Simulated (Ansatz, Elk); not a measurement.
# Bonding as seen by X-rays: La2Ti2AlGe

Structure refinements treat a crystal as free atoms side by side. For a made-up structure of La2Ti2AlGe (cell and positions from a r2SCAN relaxation) the runs below show what the calculated density changes in F(hkl).

Method: DFT, PBE, all-electron APW+lo, Dirac cores, scalar-relativistic bands, static density, no spin, in Elk 11.2.3 (patched build).

The structure was built from a prototype and need not be the compound's stable phase.

**1. Set-up**

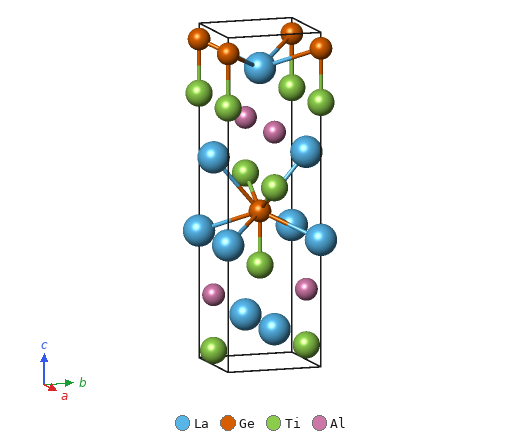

Start, viewed slightly off an axis; lanthanum blue, germanium orange, titanium green, aluminium pink. This picture shows the conventional cell, with its axes. Bonds to atoms that aren't drawn are left out. Some periodic images of atoms are drawn too.

**2. Ground state and structure factors**

An all-electron density is needed, since X-rays see the cores too. Task 0 finds the density and task 195 Fourier-transforms it; tshift is off so that phases refer to the origin typed.

Input file elk.in:

```
tasks
  0
  195

xctype
  20

spinpol
  .false.

rgkmax
  7.0

gmaxvr
  14.0

lmaxo
  7

lmaxapw
  8

swidth
  0.002

tshift
  .false.

ramdisk
  .false.

hmaxvr
  5.5

maxscl
  120

epspot
  1e-06

sppath
  './'

avec
  -4.33965223060 3.96305671978 15.02835194708
  4.33965223060 -3.96305671978 15.02835194708
  4.33965223060 3.96305671978 -15.02835194708

atoms
  4
  'La.in'
  2
  0.1209003306 0.6209003306 0.5000000000   0.000000 0.000000 0.000000
  0.3798178847 0.3798178847 0.0000000000   0.000000 0.000000 0.000000
  'Ge.in'
  1
  0.9523553862 0.9523553862 0.0000000000   0.000000 0.000000 0.000000
  'Ti.in'
  2
  0.5437446325 0.0437446325 0.5000000000   0.000000 0.000000 0.000000
  0.7905598395 0.7905598395 0.0000000000   0.000000 0.000000 0.000000
  'Al.in'
  1
  0.7100219265 0.2100219265 0.5000000000   0.000000 0.000000 0.000000

ngridk
  7 7 7
```

Started as:

```console
> OMP_NUM_THREADS=4 elk
```

Numbers of over 12 decimals in the logs are rounded to 6 here.

The log of the run:

```text
┌─────────────────────────┐
│ Elk code version 11.2.3 │
└─────────────────────────┘

All units are atomic (Hartree, Bohr, etc.)

┌─────────────────────────────────────────────────┐
│ Ground-state run starting from atomic densities │
└─────────────────────────────────────────────────┘

Lattice vectors :
  -4.339652231       3.963056720       15.02835195
   4.339652231      -3.963056720       15.02835195
   4.339652231       3.963056720      -15.02835195

Reciprocal lattice vectors :
  0.6367424680E-17  0.7927195788      0.2090443892
  0.7239272842      0.3833586365E-16  0.2090443892
  0.7239272842      0.7927195788      0.4911703418E-17

Unit cell volume      :    1033.847696
Brillouin zone volume :   0.2399291641

Muffin-tin inner radius fraction :   0.1000000000E-01

Nuclei treated as point charges

Species : 1 (La)
 parameters loaded from : La.in
 name : lanthanum
 nuclear charge    :   -57.00000000
 electronic charge :    57.00000000
 atomic mass :    253209.2366
 muffin-tin radius :    2.800000000
 number of radial points in muffin-tin :   1393
 inner part over the whole radius :   0.9924947902E-02
 number on inner part of muffin-tin    :    996
 approximate nuclear radius :   0.9226798129E-04
 number of mesh points to nuclear radius :    505
 atomic positions (lattice), magnetic fields (Cartesian) :
  1 :   0.12090033  0.62090033  0.50000000    0.00000000  0.00000000  0.00000000
  2 :   0.37981788  0.37981788  0.00000000    0.00000000  0.00000000  0.00000000

Species : 2 (Ge)
 parameters loaded from : Ge.in
 name : germanium
 nuclear charge    :   -32.00000000
 electronic charge :    32.00000000
 atomic mass :    132414.6196
 muffin-tin radius :    2.385967428
 number of radial points in muffin-tin :    993
 inner part over the whole radius :   0.9923692097E-02
 number on inner part of muffin-tin    :    702
 approximate nuclear radius :   0.7637961215E-04
 number of mesh points to nuclear radius :    340
 atomic positions (lattice), magnetic fields (Cartesian) :
  1 :   0.95235539  0.95235539  0.00000000    0.00000000  0.00000000  0.00000000

Species : 3 (Ti)
 parameters loaded from : Ti.in
 name : titanium
 nuclear charge    :   -22.00000000
 electronic charge :    22.00000000
 atomic mass :    87256.20317
 muffin-tin radius :    2.385967428
 number of radial points in muffin-tin :    993
 inner part over the whole radius :   0.9847636257E-02
 number on inner part of muffin-tin    :    698
 approximate nuclear radius :   0.6805665174E-04
 number of mesh points to nuclear radius :    325
 atomic positions (lattice), magnetic fields (Cartesian) :
  1 :   0.54374463  0.04374463  0.50000000    0.00000000  0.00000000  0.00000000
  2 :   0.79055984  0.79055984  0.00000000    0.00000000  0.00000000  0.00000000

Species : 4 (Al)
 parameters loaded from : Al.in
 name : aluminium
 nuclear charge    :   -13.00000000
 electronic charge :    13.00000000
 atomic mass :    49184.33496
 muffin-tin radius :    2.200000000
 number of radial points in muffin-tin :    793
 inner part over the whole radius :   0.9821194981E-02
 number on inner part of muffin-tin    :    552
 approximate nuclear radius :   0.5839653600E-04
 number of mesh points to nuclear radius :    244
 atomic positions (lattice), magnetic fields (Cartesian) :
  1 :   0.71002193  0.21002193  0.50000000    0.00000000  0.00000000  0.00000000

Total number of atoms per unit cell :    6
Total muffin-tin volume :    399.1950429
 ratio of muffin-tin to unit cell volume :   0.3861255817

Spin treatment :
 spin-unpolarised

Number of Bravais lattice symmetries :    8
Number of crystal symmetries         :    4
Crystal has no inversion symmetry
Complex Hermitian eigensolver will be used

k-point grid :      7     7     7
k-point offset :    0.000000000       0.000000000       0.000000000
k-point set is reduced with full crystal symmetry group
Total number of k-points :      112

Muffin-tin radius times maximum |G+k| :    7.000000000
 using average radius
[...]
(states/Hartree/unit cell)

Estimated indirect band gap :   0.9921059689E-04
 from k-point 33 to k-point 82
Estimated direct band gap   :   0.1414001661E-02
 at k-point 1

Charges :
 core                        :    134.0000000
 valence                     :    69.00000000
 interstitial                :    11.75010588
 muffin-tins (core leakage)
  species : 1 (La)
[...]
species : 2 (Ge)
[...]
species : 3 (Ti)
[...]
species : 4 (Al)
[...]
total in muffin-tins        :    191.2498941
 total calculated charge     :    202.9985835
 total charge                :    203.0000000
 error                       :   0.1416510688E-02

RMS change in Kohn-Sham potential (target) :   0.2785143058     (  0.1000000000E-05)
Absolute change in total energy (target)   :   0.1422737865     (  0.1000000000E-03)

[... loops 3 to 21 left out ...]

┌──────────────────┐
│ Loop number : 22 │
└──────────────────┘

Energies :
 Fermi                       :     0.258250
 sum of occupied eigenvalues :     -12825.634687408
 electron kinetic            :      22298.077790276
 core electron kinetic       :      21833.078506766
 Coulomb                     :     -42751.965351497
 Coulomb potential           :     -34353.443633863
 nuclear-nuclear             :     -2004.3756829788
 electron-nuclear            :     -47180.173476081
 Hartree                     :      6432.5838075627
 Madelung                    :     -25575.243534565
 xc potential                :     -770.26884382096
 exchange                    :     -580.74696659812
 correlation                 :     -10.247827929129
 electron entropic           :    -0.28348377231593E-02
 total energy                :     -21044.885190586

Density of states at Fermi energy :    211.5933068
 (states/Hartree/unit cell)

Estimated indirect band gap :   0.4029081322E-03
 from k-point 108 to k-point 90
Estimated direct band gap   :   0.2002604083E-02
 at k-point 77

Charges :
 core                        :    134.0000000
 valence                     :    69.00000000
 interstitial                :    11.48144775
 muffin-tins (core leakage)
  species : 1 (La)
[...]
species : 2 (Ge)
[...]
species : 3 (Ti)
[...]
species : 4 (Al)
[...]
total in muffin-tins        :    191.5185522
 total calculated charge     :    202.9986156
 total charge                :    203.0000000
 error                       :   0.1384368744E-02

RMS change in Kohn-Sham potential (target) :   0.7607901864E-06 (  0.1000000000E-05)
Absolute change in total energy (target)   :   0.6482056051E-05 (  0.1000000000E-03)

Convergence targets achieved

┌──────────────────┐
│ Loop number : 23 │
└──────────────────┘

Energies :
 Fermi                       :     0.258250
 sum of occupied eigenvalues :     -12825.634697253
 electron kinetic            :      22298.077787268
 core electron kinetic       :      21833.078500832
 Coulomb                     :     -42751.965359626
 Coulomb potential           :     -34353.443623329
 nuclear-nuclear             :     -2004.3756829788
 electron-nuclear            :     -47180.173503566
 Hartree                     :      6432.5838269179
 Madelung                    :     -25575.243547962
 xc potential                :     -770.26886119183
 exchange                    :     -580.74696733051
 correlation                 :     -10.247827930146
 electron entropic           :    -0.28348390430622E-02
 total energy                :     -21044.885202458

Density of states at Fermi energy :    211.5933950
 (states/Hartree/unit cell)

Estimated indirect band gap :   0.4028919317E-03
 from k-point 102 to k-point 90
Estimated direct band gap   :   0.2002615457E-02
 at k-point 77

Charges :
 core                        :    134.0000000
 valence                     :    69.00000000
 interstitial                :    11.48144676
 muffin-tins (core leakage)
  species : 1 (La)
[...]
species : 2 (Ge)
[...]
species : 3 (Ti)
   atom 1                    :    20.27014283     ( -0.2199902109E-06)
   atom 2                    :    20.23271323     ( -0.2199911719E-06)
  species : 4 (Al)
   atom 1                    :    11.27411738     (  0.4770522906E-03)
 total in muffin-tins        :    191.5185532
 total calculated charge     :    202.9986156
 total charge                :    203.0000000
 error                       :   0.1384368808E-02

┌──────────────────────────────┐
│ Self-consistent loop stopped │
└──────────────────────────────┘

Warning : core states of species 1 leak from the muffin-tin :   0.2169185248E-03

Warning : core states of species 2 leak from the muffin-tin :   0.3684531689E-03

Warning : core states of species 4 leak from the muffin-tin :   0.4770522906E-03

Wrote STATE.OUT
```

Wall time 4.1 min (4 threads of Arm Neoverse V2, shared host); peak memory 0.38 GiB; 15 min of CPU time.

SFACRHO.OUT:

```text

h k l indices transformed by vhmat matrix:
   1.000000000       0.000000000       0.000000000    
   0.000000000       1.000000000       0.000000000    
   0.000000000       0.000000000       1.000000000    

      h      k      l  multipl.   |H|            Re(F)            Im(F)           |F|

      0      0      0      1   0.0000000       203.00000      0.40730783E-15   203.00000    
      1      1     -1      1  0.41808878       20.538230      -10.794411       23.202116    
     -1     -1      1      1  0.41808878       20.538230       10.794411       23.202116    
     -1      0      1      2  0.75350532      -20.636937       11.344552       23.549565    
      0      1      0      2  0.75350532      -20.636937      -11.344552       23.549565    
      0     -1      1      2  0.81981942       11.318681      -27.225536       29.484612    
      1      0      0      2  0.81981942       11.318681       27.225536       29.484612    
      2      2     -2      1  0.83617756      -65.597110      -4.2308374       65.733407    
     -2     -2      2      1  0.83617756      -65.597110       4.2308374       65.733407    
     -2     -1      2      2  0.95779263       73.356452       2.9072847       73.414041    
      2      1     -2      2  0.95779263       73.356452      -2.9072847       73.414041    
      1      2     -2      2   1.0107919     -0.52051507       59.564980       59.567255    
     -2     -1      1      2   1.0107919     -0.52051507      -59.564980       59.567255    
      0      0      1      4   1.0735339       17.259889     -0.13354652E-13   17.259889    
     -1     -1      2      4   1.1520735       1.9826792       130.37778       130.39285    
      1      1     -2      4   1.1520735       1.9826792      -130.37778       130.39285    
     -3     -3      3      1   1.2542663      -23.691865       16.390102       28.808678    
      3      3     -3      1   1.2542663      -23.691865      -16.390102       28.808678
```

Elk indexes on the primitive cell of elk.in and gives |H| = 4π sin θ/λ in inverse bohr. Below, one row stands for each form hkl of the conventional cell (m members, Friedel mates merged), F is for one primitive cell and the density is static (no thermal factor). Free-atom factors are Waasmaier and Kirfel's, and R is Σm||F|−|F'||/Σm|F|.

| hkl | m | sin θ/λ (Å⁻¹) | abs F, DFT | neutral atoms | diff. | abs of complex diff. |
| --- | --- | --- | --- | --- | --- | --- |
| 002 | 2 | 0.063 | 23.202 | 23.237 | -0.035 | 0.037 |
| 011 | 4 | 0.113 | 23.550 | 23.665 | -0.115 | 0.134 |
| 101 | 4 | 0.123 | 29.485 | 29.677 | -0.192 | 0.202 |
| 004 | 2 | 0.126 | 65.733 | 65.709 | +0.025 | 0.054 |
| 013 | 4 | 0.144 | 73.414 | 73.266 | +0.148 | 0.232 |
| 103 | 4 | 0.152 | 59.567 | 59.587 | -0.020 | 0.135 |
| 110 | 4 | 0.161 | 17.260 | 17.202 | +0.058 | 0.058 |
| 112 | 8 | 0.173 | 130.393 | 130.469 | -0.076 | 0.327 |
| 006 | 2 | 0.189 | 28.809 | 28.770 | +0.038 | 0.155 |
| 015 | 4 | 0.191 | 103.029 | 103.286 | -0.257 | 0.322 |
| 105 | 4 | 0.197 | 103.402 | 103.752 | -0.350 | 0.356 |
| 114 | 8 | 0.205 | 27.244 | 27.218 | +0.026 | 0.033 |
| 020 | 2 | 0.218 | 152.534 | 152.990 | -0.456 | 0.456 |
| 022 | 4 | 0.227 | 19.650 | 19.461 | +0.189 | 0.206 |
| 200 | 2 | 0.238 | 147.946 | 148.163 | -0.217 | 0.217 |
| 017 | 4 | 0.245 | 87.009 | 87.361 | -0.353 | 0.353 |
| 202 | 4 | 0.247 | 18.697 | 18.940 | -0.243 | 0.255 |
| 116 | 8 | 0.248 | 23.419 | 22.875 | +0.543 | 0.565 |
| 121 | 8 | 0.250 | 26.825 | 26.541 | +0.284 | 0.325 |
| 107 | 4 | 0.250 | 109.245 | 109.441 | -0.196 | 0.198 |
| 024 | 4 | 0.251 | 56.550 | 56.215 | +0.335 | 0.388 |
| 008 | 2 | 0.252 | 46.356 | 45.788 | +0.568 | 0.611 |

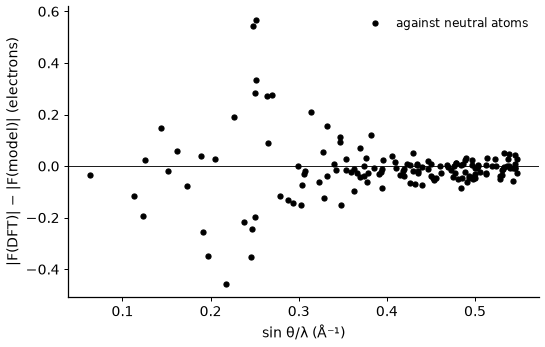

Difference between the calculated structure factors and the independent-atom ones.

**3. The highest occupied states alone**

An energy window below the Fermi level keeps the highest occupied states, to see at which angles they scatter; shallow core shells can lie inside it and anion s states outside. No new self-consistency is needed.

elk.in: that of step 2 with these lines changed.

```diff
@@ -1,3 +1,2 @@
 tasks
-  0
   195
@@ -40,2 +39,5 @@
 
+wsfac
+  -0.109240 0.558250
+
 sppath
```

Started as:

```console
> OMP_NUM_THREADS=4 elk
```

The log of the run:

```text
┌─────────────────────────────────┐
│ Elk code version 11.2.3 started │
└─────────────────────────────────┘

Info(readinput): the functional depends on the density's gradient
 muffin-tin radial points multiplied by    2.00000
 (not where nrmtscf is given)

┌────────────────────┐
│ Current task : 195 │
└────────────────────┘
Info(checkmt): changed muffin-tin radius of species 2 (Ge) from   2.4000 to   2.3860
Info(checkmt): changed muffin-tin radius of species 3 (Ti) from   2.4000 to   2.3860

Info(sfacrho): density structure factors written to SFACRHO.OUT

 Energy window :  -0.1092400000      0.5582500000

┌──────────────────┐
│ Elk code stopped │
└──────────────────┘
```

The job ended after 24 s (4 threads; peak memory 0.24 GiB).

States within 10 eV below the Fermi level hold 21.00 electrons; any levels below the window count with the cores. Their amplitudes can exceed the total, where window and core parts have opposite phase:

| hkl | sin θ/λ (Å⁻¹) | abs F, window | abs F, all |
| --- | --- | --- | --- |
| 002 | 0.063 | 0.969 | 23.202 |
| 011 | 0.113 | 4.003 | 23.550 |
| 101 | 0.123 | 3.362 | 29.485 |
| 004 | 0.126 | 2.135 | 65.733 |
| 013 | 0.144 | 0.848 | 73.414 |
| 103 | 0.152 | 0.592 | 59.567 |
| 110 | 0.161 | 0.582 | 17.260 |
| 112 | 0.173 | 2.048 | 130.393 |
| 006 | 0.189 | 0.576 | 28.809 |
| 015 | 0.191 | 1.253 | 103.029 |

**4. Another functional**

The difference from free atoms is small, so it is set against the change that LDA (Perdew-Wang) makes.

elk.in: that of step 3 with these lines changed.

```diff
@@ -1,2 +1,3 @@
 tasks
+  0
   195
@@ -4,3 +5,3 @@
 xctype
-  20
+  3
 
@@ -39,5 +40,2 @@
 
-wsfac
-  -0.109240 0.558250
-
 sppath
```

Started as:

```console
> OMP_NUM_THREADS=4 elk
```

The log of the run:

```text
┌─────────────────────────┐
│ Elk code version 11.2.3 │
└─────────────────────────┘

All units are atomic (Hartree, Bohr, etc.)

┌─────────────────────────────────────────────────┐
│ Ground-state run starting from atomic densities │
└─────────────────────────────────────────────────┘

Lattice vectors :
  -4.339652231       3.963056720       15.02835195
   4.339652231      -3.963056720       15.02835195
   4.339652231       3.963056720      -15.02835195

Reciprocal lattice vectors :
  0.6367424680E-17  0.7927195788      0.2090443892
[...]
species : 4 (Al)
   atom 1                    :    11.28724527     (  0.5044061746E-03)
 total in muffin-tins        :    191.6095402
 total calculated charge     :    202.9985761
 total charge                :    203.0000000
 error                       :   0.1423896875E-02

┌──────────────────────────────┐
│ Self-consistent loop stopped │
└──────────────────────────────┘

Warning : core states of species 1 leak from the muffin-tin :   0.2173284788E-03

Warning : core states of species 2 leak from the muffin-tin :   0.3737673448E-03

Warning : core states of species 4 leak from the muffin-tin :   0.5044061746E-03

Wrote STATE.OUT
[key lines of the parts left out:]
total energy                :     -21024.650647440
```

Wall time 3.1 min (4 threads); peak memory 0.29 GiB; 11 min of CPU time.

Against the first run R = 0.03 %; the largest change is -0.047 at 0 0 12.

**5. Basis size**

The basis and the expansions that go with it are enlarged, to see whether the differences are converged.

elk.in: that of step 4 with these lines changed.

```diff
@@ -5,3 +5,3 @@
 xctype
-  3
+  20
 
@@ -11,12 +11,12 @@
 rgkmax
-  7.0
+  8.5
 
 gmaxvr
-  14.0
+  18.0
 
 lmaxo
-  7
+  9
 
 lmaxapw
-  8
+  10
```

Started as:

```console
> OMP_NUM_THREADS=4 elk
```

The log of the run:

```text
┌─────────────────────────┐
│ Elk code version 11.2.3 │
└─────────────────────────┘

All units are atomic (Hartree, Bohr, etc.)

┌─────────────────────────────────────────────────┐
│ Ground-state run starting from atomic densities │
└─────────────────────────────────────────────────┘

Lattice vectors :
  -4.339652231       3.963056720       15.02835195
   4.339652231      -3.963056720       15.02835195
   4.339652231       3.963056720      -15.02835195

Reciprocal lattice vectors :
  0.6367424680E-17  0.7927195788      0.2090443892
[...]
species : 3 (Ti)
[...]
atom 2                    :    20.24539697     ( -0.2199908504E-06)
  species : 4 (Al)
   atom 1                    :    11.27541539     (  0.4769445563E-03)
 total in muffin-tins        :    191.5514132
 total calculated charge     :    202.9987077
 total charge                :    203.0000000
 error                       :   0.1292292527E-02

RMS change in Kohn-Sham potential (target) :   0.1958752206E-05 (  0.1000000000E-05)
Absolute change in total energy (target)   :   0.3657946218E-04 (  0.1000000000E-03)

┌──────────────────┐
│ Loop number : 23 │
└──────────────────┘
[key lines of the parts left out:]
total energy                :     -21044.904186774
```

Wall time 11 min (4 threads); peak memory 0.73 GiB.

The run was cut off at its time limit.

**6. Settings against the effect**

| run | R against the first run (%) | R against neutral atoms, low angle (%) | wall time |
| --- | --- | --- | --- |
| PBE, rgkmax 7 | 0.00 | 0.35 | 4.1 min |
| LDA (Perdew-Wang) | 0.03 | 0.35 | 3.1 min |

**7. Summary of results**

```yaml
r_against_neutral_atoms_sin_theta_lambda_0p3_a_minus1: 0.35 %
r_against_neutral_atoms_0p3_to_0p55_a_minus1: 0.07 %
```

**Reading.** Independent neutral atoms miss the calculated amplitudes by R = 0.35 % below 0.3 Å⁻¹ and 0.07 % from there to 0.55 Å⁻¹; by shells, 0.28 % below 0.15 Å⁻¹ (5 forms), 0.36 % 0.15 to 0.3 (24 forms), 0.09 % 0.3 to 0.45 (56 forms), 0.06 % above 0.45 (64 forms). Bonding, aspherical density and the tables' own atoms all enter these figures, and the runs don't part them. The largest change of an amplitude is +0.57 electrons, at 008. R counts amplitudes alone; phases shift too. The window's part falls from 21.0 electrons at the origin to at most 0.32 between 0.45 and 0.55 Å⁻¹. Below 0.3 Å⁻¹ the changes that finished (LDA (Perdew-Wang)) move F by R = 0.02 % at most, against the 0.35 % that separates it from free atoms. The basis has no finished test. The k-mesh has no finished test. These runs have no spin, though d or f shells may be open. Part of the difference isn't bonding: the tables are fits to free atoms and ions calculated by other methods than this functional. Thermal motion, anomalous dispersion and extinction are left out.

[Logs are printed without paths, hosts, clocks, repeated set-up lines and the standing remarks that a program may print on its own settings, such as how far it seeks lower states.]

[Hosts, paths, dates, database ids (printed as entryN), source tags and the programs' standing remarks are cut or masked in the printed files.]
